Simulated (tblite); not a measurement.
Run report: C3H2F5NO (charge +1), geometry relaxation

C3H2F5NO, charge +1, multiplicity 2, SMILES NC(=[O+])C(F)(F)C(F)(F)F, computed with GFN2-xTB geometry optimisation, gas phase (tblite 0.8.0).

It belongs to a series of runs on one base structure; here: electron removed.

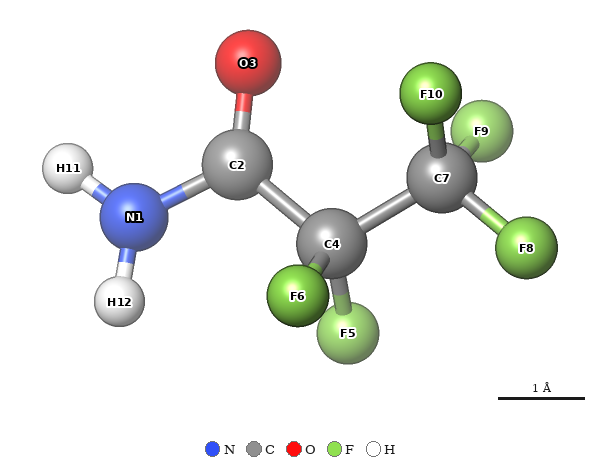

Figure 1. The starting structure (ball-and-stick view, seen at a tilt; atoms are numbered from 1 in the order of the input). Bond lengths as drawn: C–C 1.52 to 1.53 Å, C–F 1.35 to 1.38 Å, C–N 1.37 Å, C–O 1.21 Å and H–N 1.01 to 1.02 Å.

Summary:

```csv
quantity,value
outcome,converged
total energy,−1020.6017 eV
hardware,"1 CPU thread, shared host"
peak memory,0.18 GiB
```

Input file:
```
{"job": {"kind": "relax", "xc": "GFN2-xTB", "basis": "xTB"}, "charge": 1, "multiplicity": 2}
N     -1.998000    -0.570100     0.162500
C     -0.933100     0.245500    -0.131300
O     -1.117500     1.363800    -0.562700
C      0.438000    -0.371000     0.149200
F      0.586000    -1.546200    -0.542100
F      0.525700    -0.757300     1.470500
C      1.546200     0.604900    -0.196900
F      2.774000     0.060500     0.057800
F      1.547700     0.944700    -1.501800
F      1.481600     1.740800     0.540200
H     -2.940600    -0.207300    -0.005100
H     -1.908800    -1.508900     0.533500
```

The first line tells a small driver script what to run in tblite; the rest is the geometry in Å.

Launched with:
```bash
OMP_NUM_THREADS=1 python <driver script> task.json out
```

Output:
```
step      E/eV     max force
  0   -1019.93499    4.301
  1   -1020.45292    1.295
  2   -1020.52681    0.957
  3   -1020.55461    0.707
  4   -1020.56977    0.883
  5   -1020.57791    0.322
  6   -1020.58252    0.262
  7   -1020.58856    0.272
  8   -1020.59229    0.246
  9   -1020.59518    0.123
 10   -1020.59627    0.091
 11   -1020.59692    0.094
 12   -1020.59776    0.105
 13   -1020.59870    0.084
 14   -1020.59949    0.081
 15   -1020.59999    0.050
 16   -1020.60031    0.048
 17   -1020.60054    0.040
 18   -1020.60075    0.039
 19   -1020.60093    0.034
 20   -1020.60107    0.031
 21   -1020.60117    0.026
 22   -1020.60126    0.025
 23   -1020.60132    0.023
 24   -1020.60137    0.020
 25   -1020.60142    0.018
 26   -1020.60146    0.020
 27   -1020.60151    0.023
 28   -1020.60156    0.024
 29   -1020.60161    0.024
 30   -1020.60164    0.017
 31   -1020.60167    0.013
 32   -1020.60169    0.015
 33   -1020.60171    0.017
 34   -1020.60173    0.012
 35   -1020.60173    0.006
```

Trajectory as extended XYZ (Å, eV, eV/Å), 18 of the 36 frames kept, from step=0 to step=35:
```
12
Properties=species:S:1:pos:R:3:forces:R:3 step=0 energy=-1019.93499
N    -1.9980   -0.5701    0.1625    1.8580   0.8000  -0.2920
C    -0.9331    0.2455   -0.1313   -4.2820   0.3660  -0.1640
O    -1.1175    1.3638   -0.5627    1.0560  -0.7620   0.2830
C     0.4380   -0.3710    0.1492    0.7300  -3.0000   1.3110
F     0.5860   -1.5462   -0.5421   -0.2550   1.3700   0.4800
F     0.5257   -0.7573    1.4705   -0.2170   0.7090  -1.4380
C     1.5462    0.6049   -0.1969    3.0860   2.0470  -0.5620
F     2.7740    0.0605    0.0578   -1.5340   0.2170  -0.1440
F     1.5477    0.9447   -1.5018   -0.4040  -0.4120   1.1860
F     1.4816    1.7408    0.5402   -0.3460  -1.2350  -0.7020
H    -2.9406   -0.2073   -0.0051    0.2420  -0.0010   0.0100
H    -1.9088   -1.5089    0.5335    0.0650  -0.0980   0.0320
12
Properties=species:S:1:pos:R:3:forces:R:3 step=2 energy=-1020.52681
N    -1.9824   -0.5734    0.1635   -0.2350   0.1050  -0.0560
C    -1.0220    0.2534   -0.1343   -0.6360   0.6750  -0.2370
O    -1.0861    1.3642   -0.5631    0.6290  -0.2780   0.1010
C     0.4603   -0.4261    0.1747    0.2520   0.4080  -0.1750
F     0.5798   -1.5207   -0.5351   -0.0410  -0.2090  -0.2230
F     0.5201   -0.7426    1.4439   -0.0570  -0.0190   0.3350
C     1.6077    0.6448   -0.2074   -0.1110  -0.1190   0.0150
F     2.7463    0.0617    0.0563    0.3540  -0.2390   0.1020
F     1.5371    0.9369   -1.4798   -0.1460   0.0490  -0.1750
F     1.4722    1.7172    0.5267   -0.1540   0.1800   0.1020
H    -2.9259   -0.2112   -0.0032    0.0090  -0.1630   0.0630
H    -1.9058   -1.5047    0.5317    0.1360  -0.3890   0.1480
12
Properties=species:S:1:pos:R:3:forces:R:3 step=4 energy=-1020.56977
N    -1.9909   -0.5775    0.1643   -0.1720  -0.2770   0.1070
C    -1.0673    0.2685   -0.1389    0.4630   0.7050  -0.2630
O    -1.0491    1.3735   -0.5671    0.1770  -0.3320   0.1280
C     0.4789   -0.4207    0.1730    0.0350  -0.0880   0.0420
F     0.5759   -1.5230   -0.5430   -0.0580   0.1360   0.0400
F     0.5155   -0.7396    1.4515   -0.0480   0.0580  -0.1130
C     1.6136    0.6452   -0.2078   -0.1300  -0.1660   0.0650
F     2.7571    0.0515    0.0604    0.0410   0.0770  -0.0300
F     1.5283    0.9379   -1.4835    0.0230   0.0110   0.0290
F     1.4633    1.7208    0.5284    0.0290  -0.0120  -0.0330
H    -2.9259   -0.2201    0.0003   -0.4600  -0.1360   0.0390
H    -1.8982   -1.5173    0.5364    0.1010   0.0230  -0.0110
12
Properties=species:S:1:pos:R:3:forces:R:3 step=6 energy=-1020.58252
N    -1.9942   -0.5786    0.1647    0.0360   0.1400  -0.0480
C    -1.0661    0.2782   -0.1423   -0.0130  -0.1990   0.0700
O    -1.0358    1.3754   -0.5679    0.1100   0.1390  -0.0540
C     0.4834   -0.4219    0.1739   -0.0440   0.0000   0.0090
F     0.5730   -1.5195   -0.5437   -0.0390   0.0050  -0.0190
F     0.5129   -0.7372    1.4499   -0.0340   0.0060   0.0120
C     1.6106    0.6399   -0.2058    0.0200  -0.0060   0.0060
F     2.7604    0.0526    0.0600   -0.0260   0.0830  -0.0340
F     1.5275    0.9382   -1.4827    0.0150  -0.0330   0.0760
F     1.4627    1.7206    0.5275    0.0240  -0.0740  -0.0360
H    -2.9406   -0.2281    0.0030   -0.1350  -0.2110   0.0770
H    -1.8927   -1.5202    0.5374    0.0870   0.1480  -0.0590
12
Properties=species:S:1:pos:R:3:forces:R:3 step=8 energy=-1020.59229
N    -1.9990   -0.5701    0.1618    0.0200   0.0340  -0.0090
C    -1.0675    0.2836   -0.1444   -0.0890  -0.0450   0.0110
O    -1.0112    1.3811   -0.5702   -0.0180  -0.0080   0.0010
C     0.4853   -0.4227    0.1752   -0.1030   0.0230  -0.0150
F     0.5667   -1.5161   -0.5464   -0.0230  -0.0870  -0.0240
F     0.5072   -0.7345    1.4501   -0.0220  -0.0540   0.0820
C     1.6095    0.6342   -0.2033    0.0490   0.0640  -0.0260
F     2.7636    0.0586    0.0576    0.0440  -0.0190   0.0080
F     1.5269    0.9360   -1.4778   -0.0120  -0.0350  -0.0660
F     1.4630    1.7160    0.5249   -0.0090   0.0310   0.0740
H    -2.9640   -0.2540    0.0122    0.1010  -0.1240   0.0500
H    -1.8794   -1.5127    0.5343    0.0630   0.2210  -0.0870
12
Properties=species:S:1:pos:R:3:forces:R:3 step=10 energy=-1020.59627
N    -2.0008   -0.5636    0.1596    0.0260  -0.0100   0.0050
C    -1.0700    0.2863   -0.1457   -0.0010   0.0850  -0.0320
O    -1.0012    1.3830   -0.5711   -0.0660   0.0230  -0.0130
C     0.4816   -0.4237    0.1760   -0.0010  -0.0140   0.0050
F     0.5620   -1.5177   -0.5478   -0.0290  -0.0310   0.0290
F     0.5031   -0.7358    1.4525   -0.0270  -0.0450  -0.0030
C     1.6110    0.6343   -0.2031    0.0060   0.0200  -0.0050
F     2.7667    0.0609    0.0567    0.0040  -0.0210   0.0090
F     1.5262    0.9331   -1.4785   -0.0090  -0.0200  -0.0350
F     1.4630    1.7150    0.5272   -0.0040   0.0140   0.0380
H    -2.9715   -0.2726    0.0191    0.0250   0.0000   0.0000
H    -1.8689   -1.4999    0.5291    0.0770  -0.0010   0.0020
12
Properties=species:S:1:pos:R:3:forces:R:3 step=12 energy=-1020.59776
N    -1.9988   -0.5616    0.1590    0.0340   0.0030  -0.0010
C    -1.0718    0.2913   -0.1477    0.0110   0.0260  -0.0080
O    -1.0039    1.3868   -0.5730   -0.0440   0.0740  -0.0320
C     0.4799   -0.4250    0.1765    0.0350  -0.0010   0.0040
F     0.5583   -1.5208   -0.5460   -0.0260   0.0190   0.0310
F     0.4997   -0.7398    1.4532   -0.0240  -0.0090  -0.0390
C     1.6123    0.6360   -0.2035   -0.0250  -0.0430   0.0180
F     2.7675    0.0603    0.0569   -0.0320   0.0140  -0.0060
F     1.5254    0.9305   -1.4809    0.0030  -0.0040   0.0500
F     1.4628    1.7154    0.5306    0.0100  -0.0370  -0.0360
H    -2.9708   -0.2785    0.0213   -0.0170   0.0240  -0.0100
H    -1.8594   -1.4953    0.5274    0.0750  -0.0680   0.0280
12
Properties=species:S:1:pos:R:3:forces:R:3 step=14 energy=-1020.59949
N    -1.9940   -0.5593    0.1585    0.0190  -0.0030   0.0000
C    -1.0743    0.3011   -0.1514   -0.0120  -0.0300   0.0110
O    -1.0101    1.3958   -0.5772   -0.0070   0.0250  -0.0100
C     0.4797   -0.4259    0.1772   -0.0020   0.0230  -0.0060
F     0.5513   -1.5240   -0.5420   -0.0120   0.0430  -0.0160
F     0.4933   -0.7457    1.4522   -0.0140   0.0390  -0.0160
C     1.6122    0.6351   -0.2028   -0.0300  -0.0710   0.0250
F     2.7672    0.0598    0.0572   -0.0110   0.0060  -0.0020
F     1.5242    0.9268   -1.4810    0.0010   0.0140   0.0690
F     1.4629    1.7137    0.5329    0.0050  -0.0410  -0.0610
H    -2.9701   -0.2854    0.0238    0.0220   0.0090  -0.0030
H    -1.8411   -1.4926    0.5266    0.0410  -0.0150   0.0080
12
Properties=species:S:1:pos:R:3:forces:R:3 step=16 energy=-1020.60031
N    -1.9909   -0.5590    0.1585    0.0040  -0.0130   0.0040
C    -1.0759    0.3055   -0.1531    0.0000  -0.0110   0.0040
O    -1.0132    1.4002   -0.5793    0.0020  -0.0270   0.0110
C     0.4792   -0.4250    0.1771   -0.0350   0.0140  -0.0060
F     0.5473   -1.5232   -0.5414   -0.0100   0.0220  -0.0410
F     0.4894   -0.7462    1.4513   -0.0130   0.0410   0.0180
C     1.6106    0.6310   -0.2011    0.0080  -0.0110   0.0030
F     2.7669    0.0593    0.0574    0.0120  -0.0320   0.0120
F     1.5236    0.9258   -1.4779   -0.0070   0.0030  -0.0010
F     1.4630    1.7111    0.5311   -0.0090   0.0010  -0.0010
H    -2.9685   -0.2880    0.0248    0.0330  -0.0090   0.0040
H    -1.8303   -1.4921    0.5266    0.0150   0.0210  -0.0070
12
Properties=species:S:1:pos:R:3:forces:R:3 step=19 energy=-1020.60093
N    -1.9879   -0.5597    0.1587    0.0070  -0.0050   0.0020
C    -1.0756    0.3065   -0.1535    0.0230   0.0000   0.0020
O    -1.0153    1.4011   -0.5798    0.0020   0.0050  -0.0020
C     0.4754   -0.4231    0.1766    0.0070   0.0070  -0.0040
F     0.5430   -1.5195   -0.5453   -0.0130   0.0090   0.0000
F     0.4849   -0.7415    1.4519   -0.0140   0.0080  -0.0090
C     1.6106    0.6276   -0.1999    0.0080   0.0310  -0.0110
F     2.7669    0.0553    0.0588   -0.0240  -0.0210   0.0060
F     1.5227    0.9250   -1.4760    0.0100  -0.0130  -0.0240
F     1.4624    1.7092    0.5301    0.0080   0.0080   0.0280
H    -2.9648   -0.2909    0.0259   -0.0140  -0.0070   0.0020
H    -1.8211   -1.4908    0.5265    0.0000  -0.0220   0.0100
12
Properties=species:S:1:pos:R:3:forces:R:3 step=21 energy=-1020.60117
N    -1.9858   -0.5605    0.1590    0.0050  -0.0010   0.0010
C    -1.0739    0.3068   -0.1536   -0.0040  -0.0040   0.0020
O    -1.0168    1.4018   -0.5800    0.0050   0.0100  -0.0030
C     0.4736   -0.4214    0.1759    0.0100   0.0150  -0.0070
F     0.5401   -1.5173   -0.5472   -0.0050   0.0070   0.0170
F     0.4817   -0.7388    1.4517   -0.0040  -0.0040  -0.0200
C     1.6111    0.6283   -0.2001   -0.0150   0.0040  -0.0010
F     2.7653    0.0517    0.0600   -0.0260   0.0000  -0.0010
F     1.5231    0.9237   -1.4769    0.0220   0.0000   0.0030
F     1.4628    1.7090    0.5316    0.0230  -0.0010   0.0000
H    -2.9633   -0.2928    0.0266   -0.0040  -0.0110   0.0040
H    -1.8166   -1.4912    0.5269   -0.0070  -0.0150   0.0070
12
Properties=species:S:1:pos:R:3:forces:R:3 step=23 energy=-1020.60132
N    -1.9845   -0.5613    0.1593   -0.0030  -0.0030   0.0020
C    -1.0731    0.3068   -0.1535   -0.0190   0.0020  -0.0020
O    -1.0171    1.4022   -0.5802   -0.0020  -0.0020   0.0020
C     0.4730   -0.4194    0.1751   -0.0130   0.0070  -0.0040
F     0.5384   -1.5156   -0.5474    0.0040  -0.0010   0.0050
F     0.4798   -0.7374    1.4505    0.0040  -0.0030  -0.0030
C     1.6106    0.6291   -0.2003   -0.0070  -0.0090   0.0030
F     2.7628    0.0495    0.0607   -0.0020  -0.0030   0.0020
F     1.5248    0.9232   -1.4775    0.0170   0.0140   0.0080
F     1.4644    1.7091    0.5326    0.0180   0.0040  -0.0140
H    -2.9627   -0.2943    0.0272    0.0090  -0.0120   0.0050
H    -1.8152   -1.4925    0.5276   -0.0070   0.0060  -0.0020
12
Properties=species:S:1:pos:R:3:forces:R:3 step=25 energy=-1020.60142
N    -1.9840   -0.5620    0.1595   -0.0070  -0.0020   0.0010
C    -1.0738    0.3071   -0.1536   -0.0070   0.0050  -0.0030
O    -1.0173    1.4024   -0.5802   -0.0140  -0.0020   0.0010
C     0.4719   -0.4178    0.1744   -0.0110  -0.0070   0.0020
F     0.5374   -1.5145   -0.5473    0.0050  -0.0050  -0.0080
F     0.4788   -0.7366    1.4495    0.0040   0.0020   0.0100
C     1.6100    0.6291   -0.2004    0.0140   0.0010  -0.0010
F     2.7611    0.0477    0.0613    0.0110  -0.0130   0.0060
F     1.5271    0.9237   -1.4774    0.0050   0.0140   0.0000
F     1.4668    1.7095    0.5323    0.0060   0.0090  -0.0090
H    -2.9622   -0.2964    0.0279   -0.0060  -0.0060   0.0020
H    -1.8146   -1.4931    0.5279    0.0000   0.0050  -0.0020
12
Properties=species:S:1:pos:R:3:forces:R:3 step=27 energy=-1020.60151
N    -1.9838   -0.5626    0.1598   -0.0070   0.0020  -0.0010
C    -1.0751    0.3077   -0.1540    0.0050  -0.0010   0.0010
O    -1.0187    1.4030   -0.5803   -0.0200   0.0030  -0.0020
C     0.4702   -0.4167    0.1738    0.0150  -0.0060   0.0030
F     0.5366   -1.5137   -0.5476    0.0010   0.0010  -0.0060
F     0.4779   -0.7356    1.4491    0.0010   0.0050   0.0040
C     1.6103    0.6291   -0.2004    0.0180   0.0070  -0.0020
F     2.7600    0.0450    0.0624    0.0060  -0.0120   0.0050
F     1.5298    0.9253   -1.4772    0.0000   0.0020  -0.0030
F     1.4697    1.7104    0.5313   -0.0010   0.0020   0.0010
H    -2.9622   -0.2992    0.0289   -0.0230   0.0020  -0.0020
H    -1.8135   -1.4933    0.5282    0.0050  -0.0040   0.0020
12
Properties=species:S:1:pos:R:3:forces:R:3 step=29 energy=-1020.60161
N    -1.9842   -0.5632    0.1601   -0.0060   0.0020  -0.0010
C    -1.0765    0.3082   -0.1542   -0.0030  -0.0060   0.0030
O    -1.0218    1.4036   -0.5805   -0.0130   0.0000  -0.0010
C     0.4693   -0.4158    0.1733    0.0230   0.0070  -0.0020
F     0.5360   -1.5128   -0.5483    0.0000   0.0090   0.0020
F     0.4772   -0.7344    1.4489    0.0010   0.0050  -0.0080
C     1.6119    0.6295   -0.2006    0.0030  -0.0010   0.0010
F     2.7593    0.0412    0.0639    0.0010   0.0010  -0.0020
F     1.5328    0.9270   -1.4772    0.0030  -0.0120   0.0010
F     1.4727    1.7115    0.5303    0.0010  -0.0090   0.0080
H    -2.9634   -0.3017    0.0297   -0.0140   0.0030  -0.0020
H    -1.8123   -1.4937    0.5285    0.0040  -0.0010   0.0000
12
Properties=species:S:1:pos:R:3:forces:R:3 step=31 energy=-1020.60167
N    -1.9850   -0.5637    0.1602   -0.0040  -0.0020   0.0010
C    -1.0777    0.3082   -0.1542   -0.0120   0.0000   0.0000
O    -1.0246    1.4036   -0.5806   -0.0030  -0.0040   0.0010
C     0.4702   -0.4148    0.1729   -0.0020   0.0100  -0.0040
F     0.5359   -1.5118   -0.5487    0.0030   0.0070   0.0010
F     0.4771   -0.7332    1.4485    0.0040   0.0040  -0.0050
C     1.6132    0.6297   -0.2007   -0.0050  -0.0060   0.0020
F     2.7592    0.0389    0.0647    0.0050   0.0090  -0.0040
F     1.5349    0.9275   -1.4772    0.0060  -0.0120   0.0000
F     1.4747    1.7118    0.5302    0.0040  -0.0080   0.0080
H    -2.9649   -0.3029    0.0300    0.0040  -0.0010   0.0000
H    -1.8116   -1.4940    0.5288   -0.0010   0.0050  -0.0020
12
Properties=species:S:1:pos:R:3:forces:R:3 step=33 energy=-1020.60171
N    -1.9859   -0.5641    0.1603    0.0000  -0.0030   0.0010
C    -1.0794    0.3083   -0.1543   -0.0050   0.0060  -0.0030
O    -1.0267    1.4036   -0.5806    0.0000   0.0010  -0.0010
C     0.4707   -0.4135    0.1724   -0.0170   0.0000   0.0000
F     0.5359   -1.5105   -0.5490    0.0030   0.0000  -0.0040
F     0.4771   -0.7320    1.4479    0.0040   0.0020   0.0040
C     1.6138    0.6295   -0.2006    0.0010  -0.0010   0.0000
F     2.7595    0.0379    0.0650    0.0070   0.0060  -0.0020
F     1.5367    0.9269   -1.4772    0.0030  -0.0050  -0.0020
F     1.4764    1.7113    0.5308    0.0030  -0.0020   0.0050
H    -2.9660   -0.3041    0.0304    0.0050  -0.0020   0.0010
H    -1.8110   -1.4940    0.5289   -0.0040  -0.0010   0.0000
12
Properties=species:S:1:pos:R:3:forces:R:3 step=35 energy=-1020.60173
N    -1.9862   -0.5644    0.1604    0.0020   0.0000   0.0000
C    -1.0804    0.3086   -0.1544    0.0030   0.0020  -0.0010
O    -1.0278    1.4039   -0.5808   -0.0010   0.0040  -0.0020
C     0.4700   -0.4128    0.1722   -0.0030  -0.0030   0.0010
F     0.5359   -1.5098   -0.5493   -0.0010  -0.0010  -0.0020
F     0.4772   -0.7313    1.4477    0.0000   0.0010   0.0020
C     1.6142    0.6293   -0.2005    0.0030   0.0010   0.0000
F     2.7598    0.0376    0.0650    0.0020   0.0010   0.0000
F     1.5379    0.9263   -1.4772    0.0000   0.0000  -0.0010
F     1.4775    1.7109    0.5313    0.0000   0.0000   0.0010
H    -2.9663   -0.3050    0.0307   -0.0010  -0.0010   0.0000
H    -1.8106   -1.4941    0.5289   -0.0030  -0.0050   0.0020
```

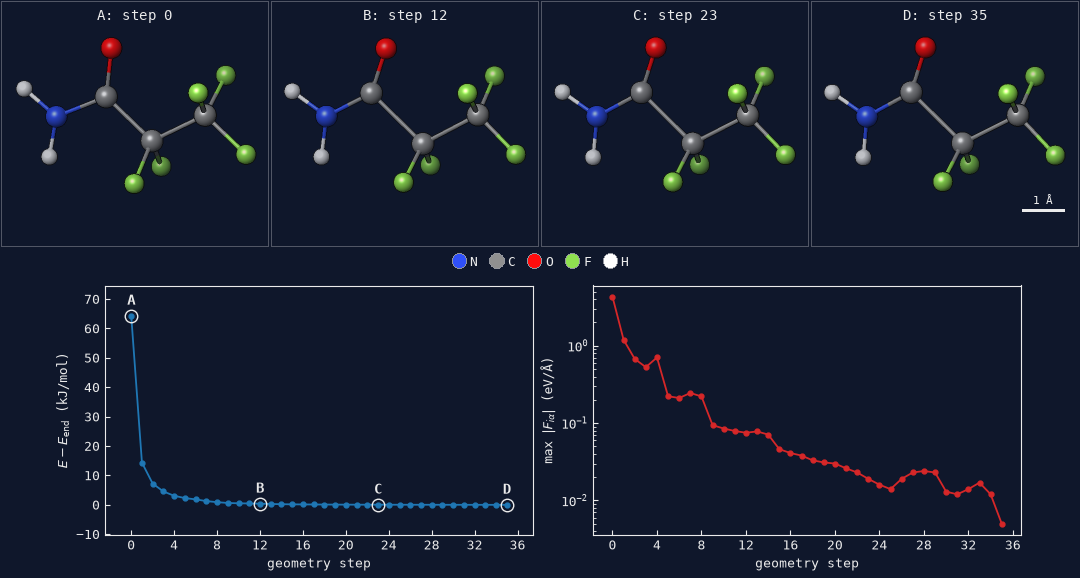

Figure 2. Frames of the relaxation (ball-and-stick view, seen at a tilt) above the curves, on which the letters mark them (steps are counted from 0).

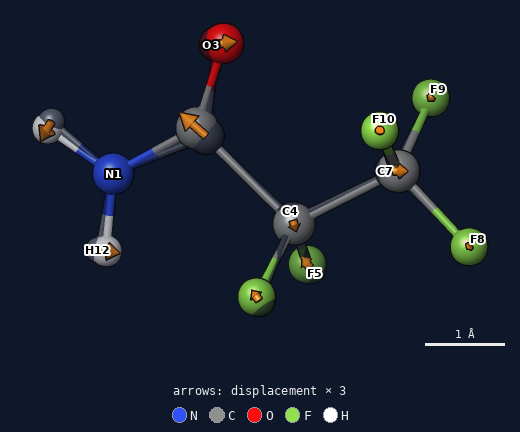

Figure 3. Start (faint) and end (solid) with the displacements as orange arrows, magnified 3 times (ball-and-stick view, seen at a tilt). The two geometries are laid on each other by the best rigid fit. The largest move after the best rigid fit is that of C2, 0.16 Å. By element the largest moves are C 0.16 Å, H 0.11 Å, O 0.10 Å, F 0.06 Å, N 0.01 Å. Distances before and after: C2–C4 1.529 → 1.741 Å, N1–C2 1.373 → 1.297 Å, C4–C7 1.517 → 1.592 Å, C4–F6 1.379 → 1.315 Å. Among the angles that change: N1–C2–O3 120.4° → 138.2°, O3–C2–C4 125.0° → 114.5°, N1–C2–C4 114.6° → 107.3°. The energy falls by 64.3 kJ/mol in 35 geometry steps. Largest force component: 4.3 eV/Å at the start, 0.005 eV/Å at the end. (Atoms are counted from 1 in the order of the input.)
